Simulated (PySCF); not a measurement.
# C8H9N: reorganisation energies

Aim: compute the reorganisation energies of C8H9N (`C=c1ccc(=CN)cc1`).

Programs: PySCF 2.14.0, with routines of our own; each step states its level. All values are computed. Atoms count from 0.

## 1. The starting structure

18 atoms, charge 0, multiplicity 1; geometry from: GFN2-xTB.

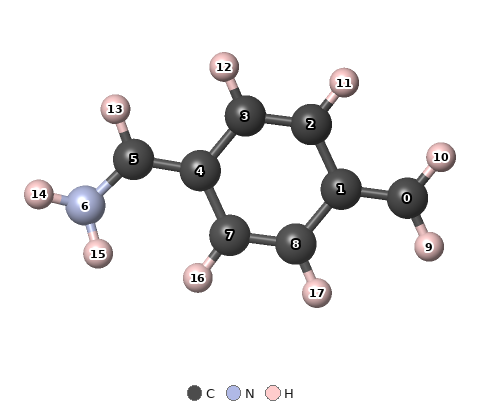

The starting geometry (carbon dark grey, nitrogen light blue, hydrogen pink).

## 2. Geometry optimisation at PBE/def2-SV(P)

Job settings and geometry (Å):

```
{"job": {"xc": "PBE", "basis": "def2-SV(P)", "grid": 1, "kind": "geom"}, "charge": 0, "multiplicity": 1}
C     -3.211997     0.417814     0.170952
C     -1.885999     0.177652     0.136208
C     -1.339884    -1.152780     0.279741
C     -0.017993    -1.385224     0.243269
C      0.941335    -0.325890     0.055894
C      2.273346    -0.612820     0.023891
N      3.288292     0.270091    -0.225003
C      0.401241     1.003013    -0.083092
C     -0.920768     1.237698    -0.045251
H     -3.606498     1.413660     0.065784
H     -3.926236    -0.375848     0.306384
H     -2.039196    -1.965455     0.419347
H      0.366162    -2.390589     0.354113
H      2.595370    -1.639716     0.134483
H      4.216354     0.009341     0.060202
H      3.075028     1.251909    -0.158315
H      1.085625     1.829610    -0.223874
H     -1.302942     2.243852    -0.151029
```

Command:

```bash
$ OMP_NUM_THREADS=1 python excited_run.py task.json out
```

The driver reads the jobs from task.json and runs them one after another.

The log of the run:

```text
step   0  E = -364.21713398  max force = 0.018406
step   1  E = -364.22350861  max force = 0.002606
step   2  E = -364.22353858  max force = 0.001185
step   3  E = -364.22354053  max force = 0.002988
step   4  E = -364.22356962  max force = 0.000617
step   5  E = -364.22357162  max force = 0.000533
step   6  E = -364.22357825  max force = 0.000364
optimisation converged
```

It took 2.1 min on 1 thread of Intel Xeon Platinum 8259CL at 2.50GHz, shared host; peak memory 0.58 GiB.

Step by step:

```tsv
step	energy from step 0 (eV)	largest force component (eV/Å)
0	0.0000	0.9465
1	-0.1735	0.1340
2	-0.1743	0.0609
3	-0.1743	0.1536
4	-0.1751	0.0317
5	-0.1752	0.0274
6	-0.1754	0.0187
```

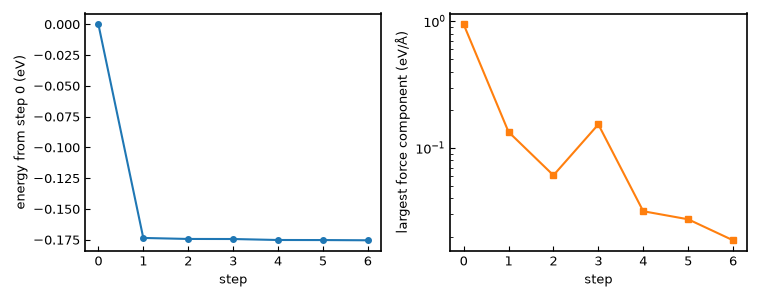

Energy and force, step by step.

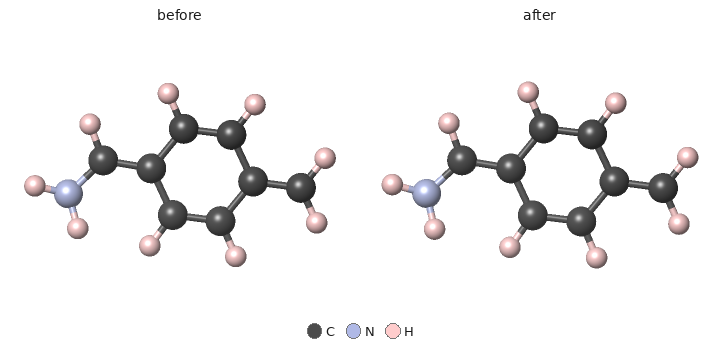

Before and after, at one scale.

Close pairs (by a distance rule), those that changed most:

```tsv
bond	before (Å)	after (Å)	change (Å)
C0–H10	1.076	1.104	+0.027
C0–H9	1.076	1.104	+0.027
C0–C1	1.348	1.373	+0.025
C7–C8	1.343	1.368	+0.025
C2–C3	1.343	1.367	+0.024
C4–C5	1.363	1.387	+0.024
C3–H12	1.082	1.105	+0.023
C7–H16	1.082	1.105	+0.022
```

The end geometry stands in the next job.

```tsv
at the end point	value
point group (found at 0.08 Å tolerance)	C1
rotational constants (GHz, main isotopes)	4.766, 0.985, 0.816
dipole moment (D)	4.45
```

## 3. Relaxation after adding or removing an electron (C8H9N+ (doublet)): UKS PBE/def2-SV(P)

Job settings and geometry (Å):

```
{"job": {"kind": "ionopt", "ions": [1], "xc": "PBE", "basis": "def2-SV(P)", "grid": 1}, "charge": 1, "multiplicity": 2}
C     -3.325430     0.447486     0.126039
C     -1.975112     0.200446     0.087331
C     -1.415856    -1.142089     0.225915
C     -0.069188    -1.374017     0.185446
C      0.895884    -0.303178     0.004182
C      2.251717    -0.594220    -0.026032
N      3.285667     0.280986    -0.240242
C      0.349005     1.036078    -0.135101
C     -0.998019     1.271238    -0.095388
H     -3.721930     1.471711     0.017689
H     -4.052138    -0.371180     0.266309
H     -2.116325    -1.982830     0.366852
H      0.313407    -2.404571     0.293540
H      2.570303    -1.645127     0.087682
H      4.232336    -0.009100     0.008378
H      3.110899     1.287629    -0.197813
H      1.029724     1.893639    -0.282226
H     -1.377639     2.301756    -0.204982
```

Method: UKS PBE/def2-SV(P) geometry optimisation of the ion from the geometry of its parent, gas phase.

The log of the run:

```text
step       E/Eh        max force   <S^2>
  0    -363.98883316   0.057697   0.7606
  1    -363.99498272   0.017922   0.7611
  2    -363.99558067   0.008636   0.7611
  3    -363.99591024   0.011579   0.7613
  4    -363.99603066   0.003290   0.7611
  5    -363.99620698   0.004674   0.7611
  6    -363.99625669   0.000807   0.7612
  7    -363.99625994   0.000571   0.7611
  8    -363.99626259   0.000327   0.7611
optimisation converged
```

Wall time 3.7 min (1 thread of Intel Xeon Platinum 8259CL at 2.50GHz, shared host); peak memory 0.62 GiB.

From this job:

```tsv
quantity	value
geometry moved (RMSD)	0.065 Å
⟨S²⟩	0.761
```

Bonds of the start that changed most:

```tsv
bond	start (Å)	end (Å)
C5–N6	1.371	1.327
C4–C5	1.387	1.425
C0–C1	1.373	1.400
C1–C2	1.461	1.441
C3–C4	1.453	1.433
C4–C7	1.453	1.435
```

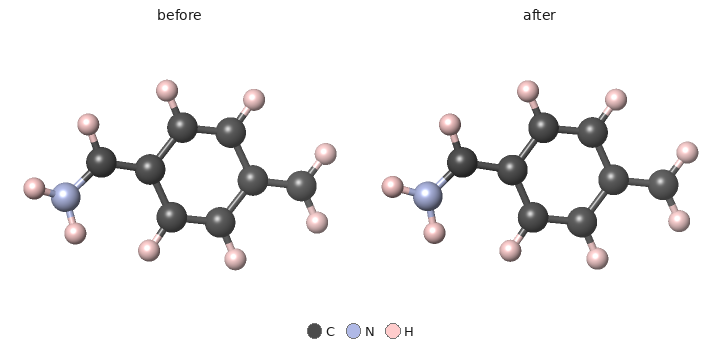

Before and after.

Mulliken spin populations:

C0 0.58; C1 -0.11; C2 0.16; C3 -0.02; C4 0.12; C5 0.13; N6 0.13; C7 -0.02; C8 0.12; H9 -0.03; H10 -0.03; H11 -0.01; H12 0.00; H13 -0.01; H14 -0.01; H15 -0.01; H16 0.00; H17 -0.01

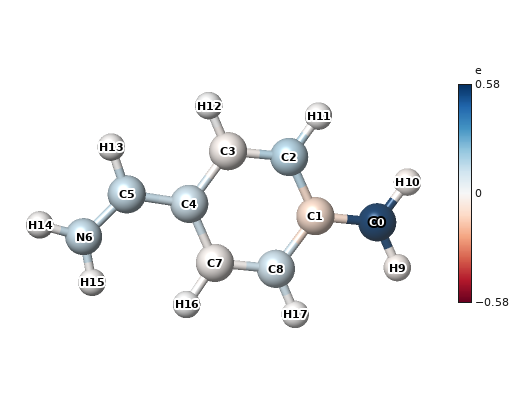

Mulliken spin populations, as colours on the atoms.

## 4. Reorganisation energies: UKS PBE/def2-SV(P)

Settings changed since step 3:

```diff
@@ -1,2 +1,2 @@
-{"job": {"kind": "ionopt", "ions": [1], "xc": "PBE", "basis": "def2-SV(P)", "grid": 1}, "charge": 1, "multiplicity": 2}
+{"job": {"kind": "reorg", "ions": [1, -1], "xc": "PBE", "basis": "def2-SV(P)", "grid": 1}, "charge": 0, "multiplicity": 1}
 C     -3.325430     0.447486     0.126039
```

Level: UKS PBE/def2-SV(P) four-point reorganisation energy, gas phase.

The log of the run:

```text
final grid: 68808 points
cycle   1  E = -364.1027082145  dE =  9.762e-01  |g| = 6.021e-01  |ddm| = 5.223e+00
cycle   2  E = -363.5735752700  dE =  5.291e-01  |g| = 1.283e+00  |ddm| = 2.912e+00
cycle   3  E = -364.0576936612  dE = -4.841e-01  |g| = 6.621e-01  |ddm| = 2.641e+00
cycle   4  E = -364.2194542578  dE = -1.618e-01  |g| = 1.140e-01  |ddm| = 1.031e+00
cycle   5  E = -364.2181855431  dE =  1.269e-03  |g| = 1.361e-01  |ddm| = 2.857e-01
cycle   6  E = -364.2234285900  dE = -5.243e-03  |g| = 2.395e-02  |ddm| = 1.604e-01
cycle   7  E = -364.2235722613  dE = -1.437e-04  |g| = 4.931e-03  |ddm| = 2.756e-02
cycle   8  E = -364.2235771925  dE = -4.931e-06  |g| = 1.895e-03  |ddm| = 7.546e-03
cycle   9  E = -364.2235781262  dE = -9.336e-07  |g| = 6.191e-04  |ddm| = 2.128e-03
cycle  10  E = -364.2235782192  dE = -9.304e-08  |g| = 3.405e-04  |ddm| = 9.915e-04
cycle  11  E = -364.2235782471  dE = -2.794e-08  |g| = 1.232e-04  |ddm| = 5.070e-04
cycle  12  E = -364.2235782517  dE = -4.553e-09  |g| = 4.812e-05  |ddm| = 2.172e-04
cycle  13  E = -364.2235782523  dE = -5.934e-10  |g| = 1.517e-05  |ddm| = 6.784e-05
converged SCF energy = -364.2235782523

hole transfer: vertical 6.3617 eV, relaxation of the ion converged
  adiabatic 6.1856 eV, lambda(ion) 0.1761, lambda(parent) 0.1228, total 0.2989 eV

electron transfer: vertical -0.6272 eV, relaxation of the ion skipped
```

Run time: 42 s. Hardware: 1 thread of Intel Xeon Platinum 8259CL at 2.50GHz, shared host; peak memory 0.62 GiB.

## 5. Outcome

| quantity | value |
| --- | --- |
| point group | C1 |
| rotational constants (main isotopes) | 4.77, 0.98, 0.82 GHz |
| geometry moved (RMSD) (step 3, UKS PBE/def2-SV(P)) | 0.065 Å |
| hole reorganisation energy (step 4, UKS PBE/def2-SV(P)) | 0.2989 eV |

What this shows: The optimisation took 6 steps and gained 0.175 eV; among the close pairs (by a distance rule), C0–H10 changed most, from 1.076 to 1.104 Å. In step 3 (relaxation after adding or removing an electron), among the bonds C5–N6 changes most, from 1.371 to 1.327 Å.
